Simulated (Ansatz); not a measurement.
**CH10GeSi2 (SMILES C[SiH2][GeH2][SiH3]): density, localisation and related maps**

```xyz
14

C    -0.3166   -1.6134   -1.7266
Ge   -1.0325    1.6904   -0.6466
Si    0.3871   -0.2247   -0.6668
Si   -0.1104    3.4236    0.7028
H    -0.4422   -1.2816   -2.7683
H     0.3548   -2.4858   -1.7207
H    -1.2993   -1.9317   -1.3471
H     1.7293    0.1980   -1.1793
H     0.5672   -0.6834    0.7474
H    -1.2324    2.2170   -2.0848
H    -2.4274    1.3101   -0.1034
H    -0.9953    4.6286    0.7235
H     0.0642    2.9321    2.1043
H     1.2285    3.8203    0.1680
```

Geometry: PBE0-D3(BJ)/def2-SVP.

Method: Ansatz 0.2.0, isolated molecule in a Gaussian basis; Kohn-Sham density functional theory, functional PBE0.

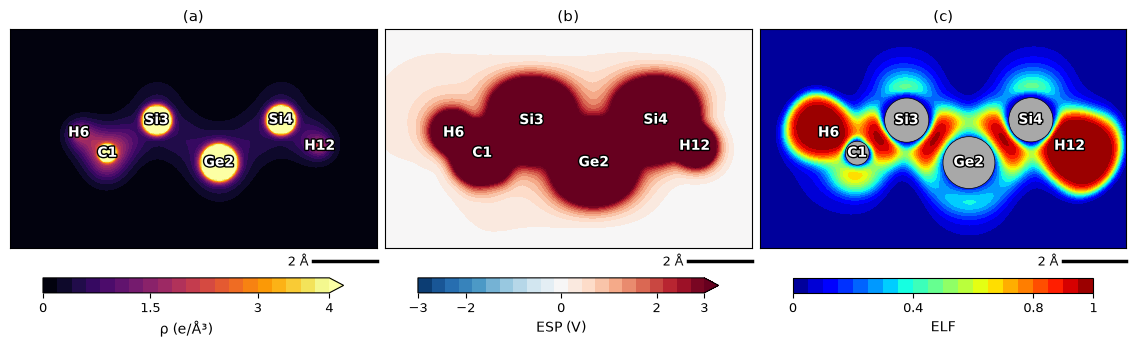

Figure 1. (a) electron density; (b) molecular electrostatic potential; (c) electron localisation function on the plane of atoms C1, Si3 and Ge2. Grey discs cover the atomic cores in the ELF map.

Question: Read the bonding off the picture.

Answer: The plane passes through C, Ge, Si and H nuclei. C–Si (1.88 Å): the density is about 0.93 e/Å³ at the midpoint; the ELF peaks at about 0.95 between the atoms: localised, covalent bonding. Si–Ge (2.38 Å): the density is about 0.6 e/Å³ at the midpoint; the ELF peaks at about 0.95 between the atoms: a covalent bond. C–H (1.10 Å): ρ is about 1.9 e/Å³ halfway; the ELF climbs to about 1 towards the hydrogen, as it does in any bond to H (a covalent bond by its length). Si–H (1.50 Å): ρ at the midpoint is about 0.75 e/Å³; the ELF climbs to about 1 towards the hydrogen. The potential has no marked negative region in this plane.

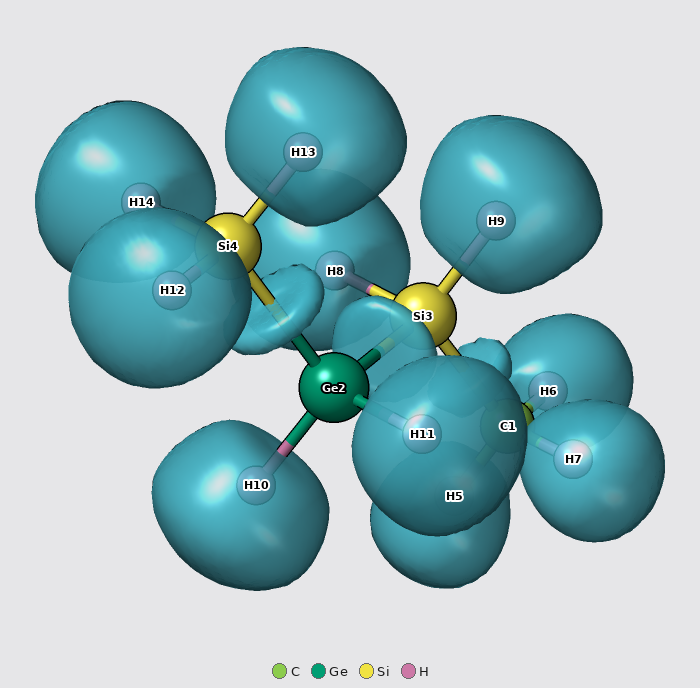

Figure 2. Isosurface of the ELF at 0.85 (cyan), seen at an oblique angle. Core shells and regions of very low density are left out.

Question: Where are the electrons localised?

Answer: At this value the surface marks out one region between bonded C–Si atoms (shared pairs), two regions between bonded Ge–Si atoms (shared pairs) and ten regions around hydrogen nuclei.

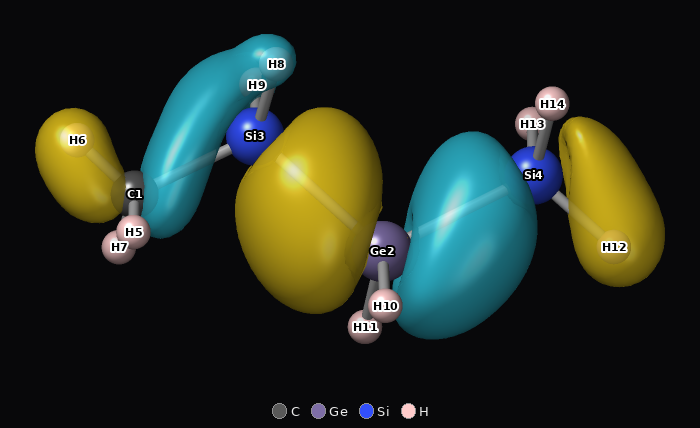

Figure 3. The HOMO at ±0.1 Å⁻³ᐟ² (yellow and cyan are the two phases), seen at a tilt.

Question: Where does this orbital lie, and at what energy?

Answer: By Hirshfeld shares it lies mainly on Ge2 (about 35 %), Si3 (about 25 %), Si4 (about 20 %) and C1 (about 5 %). Its energy is −7.68 eV.
